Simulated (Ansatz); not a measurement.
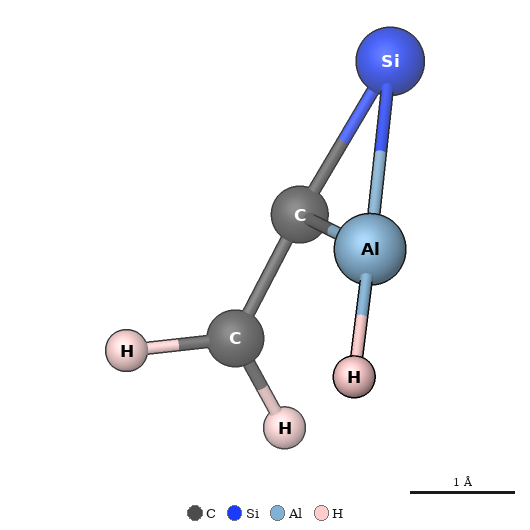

Atoms fade into the background with distance from the viewer. Computed geometry: PBE0-D4/def2-TZVP optimisation. No frequency run is at hand to confirm it as a minimum. Masses are those of the most abundant isotopes; constants are for the rigid equilibrium geometry.

Q: What kind of rotor is it, and what are its rotational constants in cm⁻¹?

A: An asymmetric top (Cs): A = 0.249, B = 0.158, C = 0.0985 cm⁻¹. Ray's parameter κ is −0.21, nearer the prolate limit.
